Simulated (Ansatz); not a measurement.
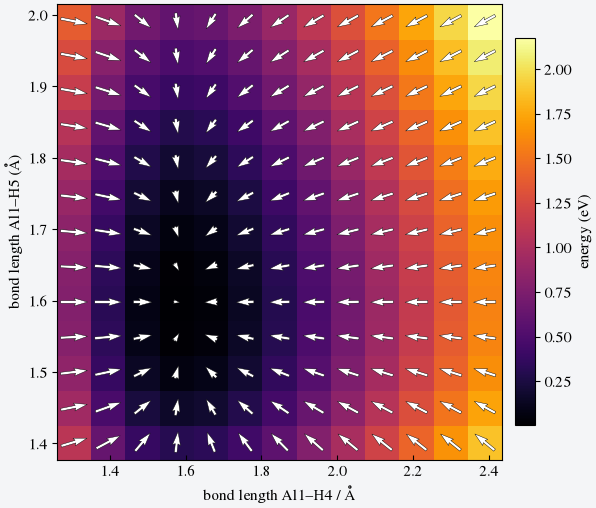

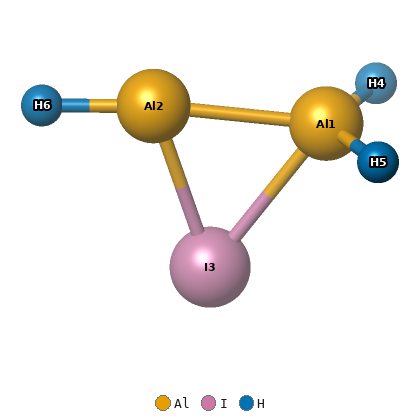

Energy landscape of Al₂H₃I. The first coordinate is: bond length Al1–H4; the second: bond length Al1–H5. Nothing is relaxed (all other coordinates rigid). The grid has 13 × 13 points. Energies are in eV, from the relaxed molecule at the same level. The reference is spin-restricted, which grows unreliable where a bond is stretched far. All numbers below come from RKS SPW92 (LDA)/def2-TZVP (Ansatz 0.2.0).

Drawn: one coloured cell a grid point, arrows along the force (downhill), their lengths compressed. The second picture is the structure at the lowest point.

**Where are the wells?**

The lowest grid point is at bond length Al1–H4 = 1.577 Å, bond length Al1–H5 = 1.598 Å, 0.0017 eV from the relaxed molecule at the same level. It is the only kind of minimum in the scanned range. The highest grid point, bond length Al1–H4 = 2.389 Å, bond length Al1–H5 = 1.991 Å, lies 2.17 eV above the lowest. Round the minimum the contours are nearly round: the two directions are equally stiff and uncoupled.

Grid values (eV):

| bond length Al1–H5 ↓, bond length Al1–H4 → | 1.306 | 1.396 | 1.487 | 1.577 | 1.667 | 1.757 | 1.848 | 1.938 | 2.028 | 2.118 | 2.209 | 2.299 | 2.389 |
| --- | --- | --- | --- | --- | --- | --- | --- | --- | --- | --- | --- | --- | --- |
| 1.991 | 1.37 | 0.92 | 0.68 | 0.60 | 0.64 | 0.74 | 0.90 | 1.09 | 1.30 | 1.52 | 1.74 | 1.96 | 2.17 |
| 1.942 | 1.26 | 0.80 | 0.57 | 0.49 | 0.52 | 0.63 | 0.79 | 0.98 | 1.19 | 1.40 | 1.63 | 1.85 | 2.06 |
| 1.893 | 1.15 | 0.70 | 0.46 | 0.39 | 0.42 | 0.52 | 0.68 | 0.87 | 1.08 | 1.30 | 1.52 | 1.74 | 1.96 |
| 1.844 | 1.06 | 0.60 | 0.36 | 0.29 | 0.32 | 0.42 | 0.58 | 0.77 | 0.98 | 1.20 | 1.42 | 1.64 | 1.86 |
| 1.794 | 0.97 | 0.51 | 0.27 | 0.20 | 0.23 | 0.33 | 0.49 | 0.68 | 0.89 | 1.11 | 1.33 | 1.55 | 1.77 |
| 1.745 | 0.89 | 0.43 | 0.20 | 0.12 | 0.15 | 0.26 | 0.41 | 0.60 | 0.81 | 1.03 | 1.26 | 1.48 | 1.69 |
| 1.696 | 0.83 | 0.38 | 0.14 | 0.06 | 0.09 | 0.20 | 0.35 | 0.54 | 0.75 | 0.97 | 1.20 | 1.42 | 1.63 |
| 1.647 | 0.79 | 0.34 | 0.10 | 0.02 | 0.05 | 0.15 | 0.31 | 0.50 | 0.71 | 0.93 | 1.15 | 1.38 | 1.59 |
| 1.598 | 0.78 | 0.32 | 0.08 | 0.00 | 0.03 | 0.14 | 0.29 | 0.48 | 0.69 | 0.91 | 1.14 | 1.36 | 1.58 |
| 1.549 | 0.79 | 0.33 | 0.09 | 0.01 | 0.04 | 0.15 | 0.31 | 0.49 | 0.70 | 0.92 | 1.15 | 1.37 | 1.59 |
| 1.500 | 0.84 | 0.38 | 0.14 | 0.06 | 0.09 | 0.20 | 0.35 | 0.54 | 0.75 | 0.97 | 1.19 | 1.42 | 1.63 |
| 1.451 | 0.94 | 0.48 | 0.24 | 0.15 | 0.18 | 0.29 | 0.44 | 0.63 | 0.84 | 1.06 | 1.28 | 1.51 | 1.72 |
| 1.402 | 1.09 | 0.62 | 0.38 | 0.30 | 0.33 | 0.43 | 0.59 | 0.77 | 0.98 | 1.20 | 1.43 | 1.65 | 1.87 |

The input of one point:

```yaml
crystal:
  periodic: [false, false, false]
  atoms:
    - { symbol: Al, position_ang: [-0.842378, 0.219772, -0.764367] }
    - { symbol: Al, position_ang: [0.580134, 0.419743, 1.273946] }
    - { symbol: I, position_ang: [1.300734, -1.533018, -0.37556] }
    - { symbol: H, position_ang: [-2.153222, -0.648911, -0.64602] }
    - { symbol: H, position_ang: [-0.452991, 1.13376, -2.01601] }
    - { symbol: H, position_ang: [1.582061, 0.420305, 2.522713] }
basis:
  gaussian: { orbitals: def2-TZVP }
hamiltonian:
  xc: lda
output:
  forces: true
```

Time for the 169 points that were run: 8.5 min on 1 thread of Arm Neoverse V2 (shared host).
